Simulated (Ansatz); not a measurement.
## Electronic structure of BF3···HCl···HF in real space

Input

```
crystal:
  periodic: [false, false, false]
  atoms:
    - {symbol: B, position_ang: [-0.712823, -1.234369, 0.170561]}
    - {symbol: Cl, position_ang: [2.027922, -0.141416, -0.225948]}
    - {symbol: F, position_ang: [-0.520758, -2.226216, -0.656934]}
    - {symbol: F, position_ang: [-0.535153, -1.372106, 1.458291]}
    - {symbol: H, position_ang: [-0.630873, 1.704900, -0.170605]}
    - {symbol: F, position_ang: [-1.233169, -0.098836, -0.289394]}
    - {symbol: H, position_ang: [1.539047, 1.053022, -0.175019]}
    - {symbol: F, position_ang: [0.065807, 2.315020, -0.110852]}
basis:
  gaussian: {orbitals: def2-TZVPP}
hamiltonian: {xc: pbe0, dispersion: d4}
output: {orbitals: {seedname: orbitals}}
```

Launched as:

```sh
ansatz run in.yaml --threads 8 --pin off --events-out ev --progress --plain --max-ram 19148MiB
```

The product side of a reaction path; geometry: PBE0-D4/def2-TZVP; a saddle point, not a minimum.

Level of theory: RKS PBE0-D4/def2-TZVPP in Ansatz.

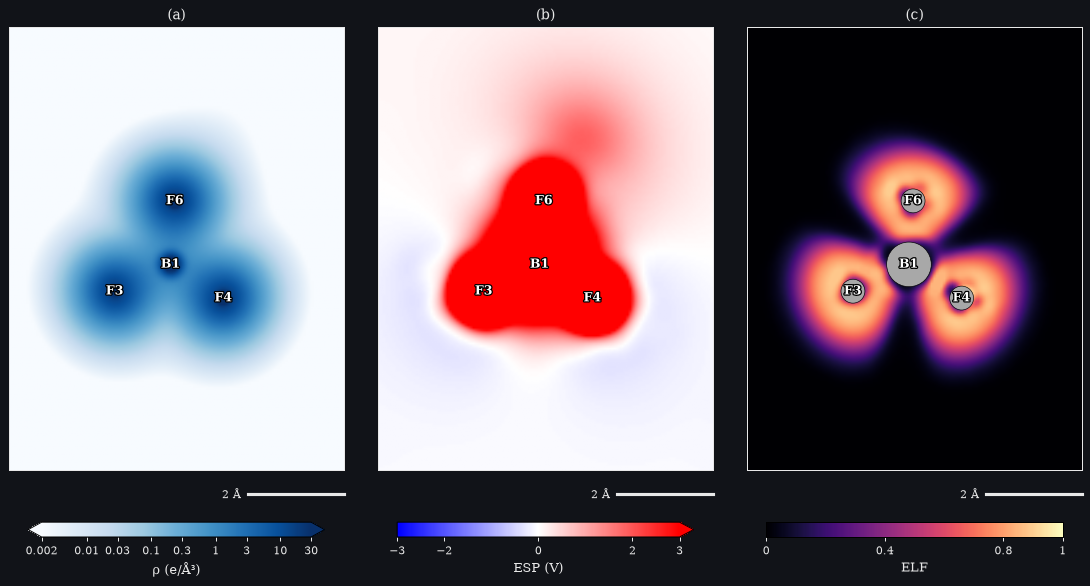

Figure 1. (a) total electron density; (b) electrostatic potential; (c) ELF on the plane of atoms F4, B1 and F6. Grey discs cover the atomic cores in the ELF map.

**What do the fields say about this system?**

Atoms in the plane: B and F. B–F (1.31 Å): the density is about 2.3 e/Å³ at the midpoint; the ELF peaks at about 0.85 between the atoms; a shared but strongly polarised pair. The ELF also peaks beside F4, F3 and F6, away from the bonds: lone-pair regions. Outside the dense part of the complex the potential is most negative (−0.3 V) near F3.

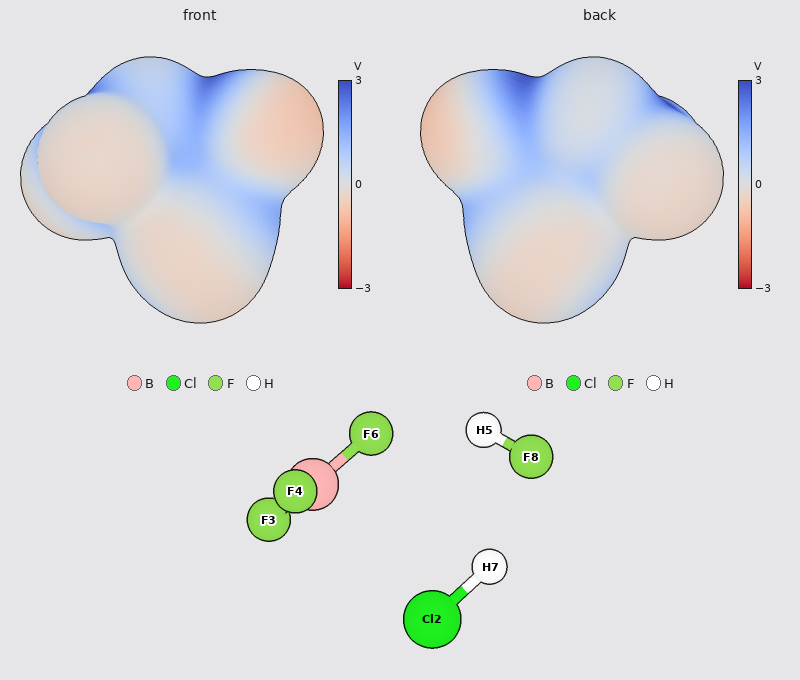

Figure 2. The electrostatic potential painted on the density surface at 0.002 e/bohr³, seen from the front and from behind; red is negative and blue positive. The bare structure is drawn below in the same view.

**Where is the surface potential most negative and most positive?**

The most negative region (about −0.7 V, or −16 kcal/mol for a unit charge) lies over F8, the most positive (about +2.8 V, or +65 kcal/mol for a unit charge) over B1 and H5. Cl2 shows a σ-hole: about +0.6 V, or +14 kcal/mol for a unit charge at the tip opposite its bond, against about −0.2 V on its flanks.

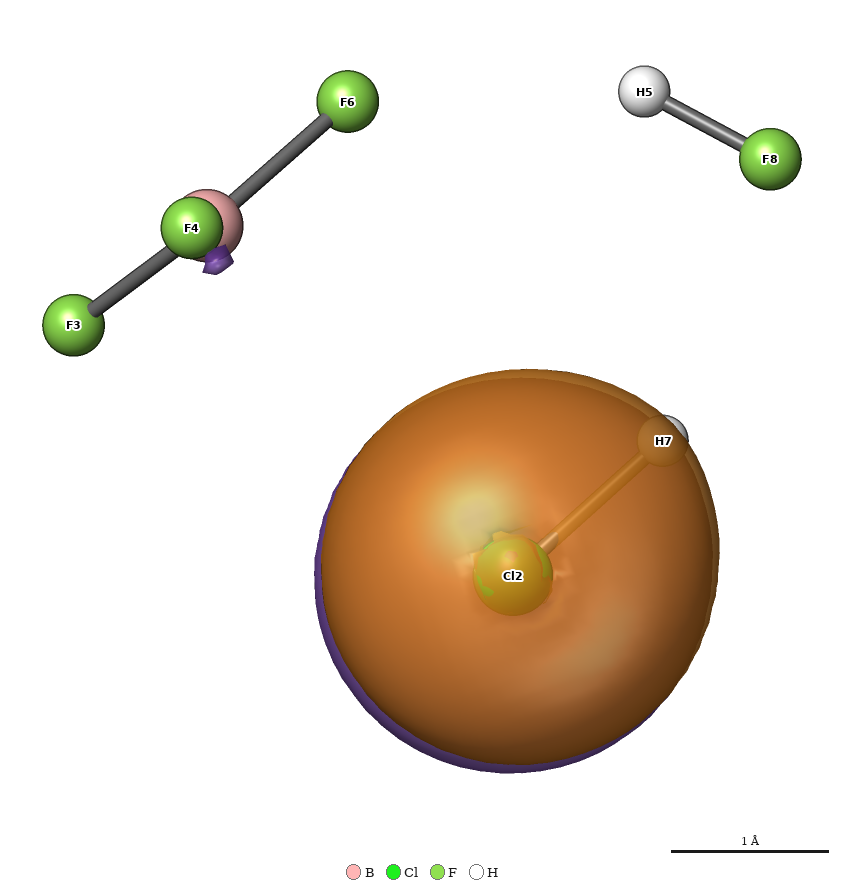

Figure 3. The HOMO at ±0.1 Å⁻³ᐟ² (orange and purple are the two phases), seen at a tilt.

**Where does this orbital lie, and at what energy?**

It lies mainly on Cl2 (about 95 %); largely a lone pair of Cl2. Its energy is −9.65 eV.
